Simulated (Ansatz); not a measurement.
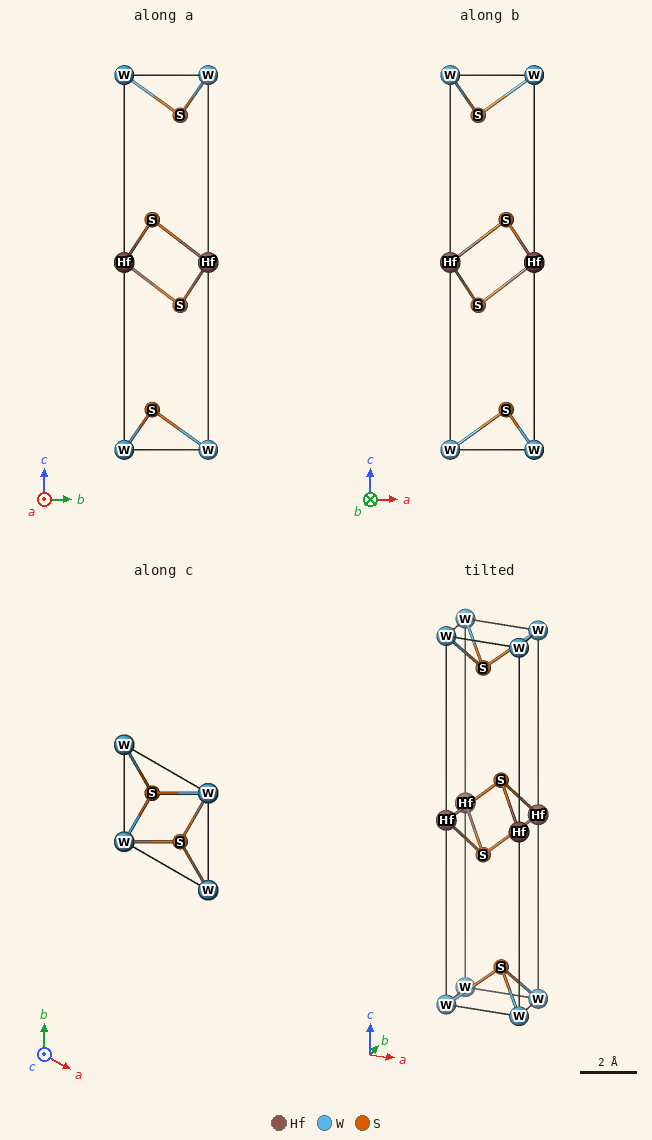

An orthographic ball-and-stick view of the structure, along the a axis, along the b axis, along the c axis and slightly off an axis. The lines enclose the conventional unit cell; boundary atoms appear with their images.

Lattice parameters: a = 3.466 Å, b = 3.466 Å, c = 13.399 Å, α = 90.00°, β = 90.00°, γ = 120.00°.

> From the views, write a table of Wyckoff sites, with free fractional coordinates to two decimals.

Space group P-3m1 (No. 164).
```
atom  site       x       y     z
  Hf    1b    0.00    0.00  0.50
   W    1a    0.00    0.00  0.00
   S    2d  0.3333  0.6667  0.89
   S    2d  0.3333  0.6667  0.39
```

Provenance: a structure type filled with these elements by a generator (whether the compound takes this form wasn't checked). Earlier steps of the study, as a rule a relaxation of our own, may have changed the cell and positions, so they can lie some per cent off the listed ones. It was set up as input for a calculation with Ansatz.
